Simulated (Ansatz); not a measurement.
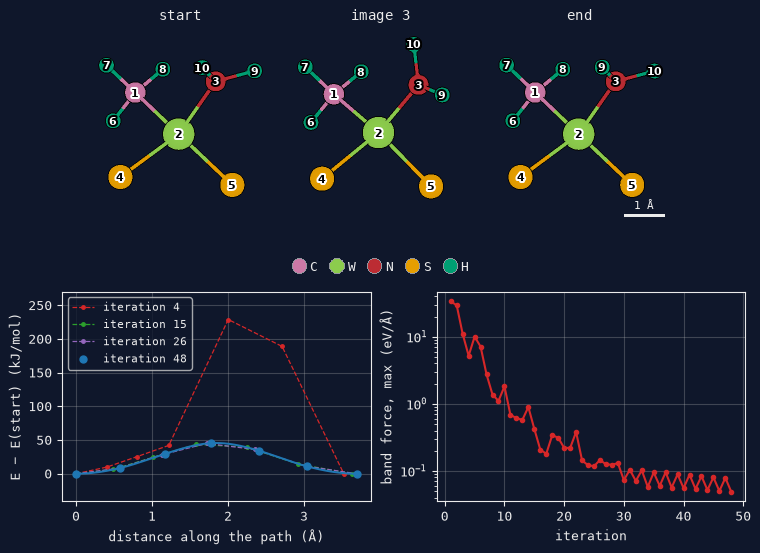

A search for the minimum-energy path of CH5NS2W by the nudged elastic band. Images are numbered from 0 (start) to 6 (end). The plot follows the band through its iterations. A ball-and-stick model, seen from a free direction.

All numbers below come from Ansatz, RKS PBE-D4/def2-SVP. Settings: 5 movable images; climbing image; force threshold 0.05 eV/Å; iteration limit 60; optimiser L-BFGS; largest step 0.5 Å; starting path through a guess of the saddle point.

Q: Judge this run.

A: The run is converged, with reservations. The band converged in 48 iterations. The largest component of the band force went from 34 to 0.049 eV/Å. The climbing image converged on the top of the path. Its curvatures weren't checked. The step length is far from the usual. The first iteration put the highest image at 779.9 kJ/mol. The two ends have the same energy, and the highest point, image 3, lies 45.4 kJ/mol above the start.
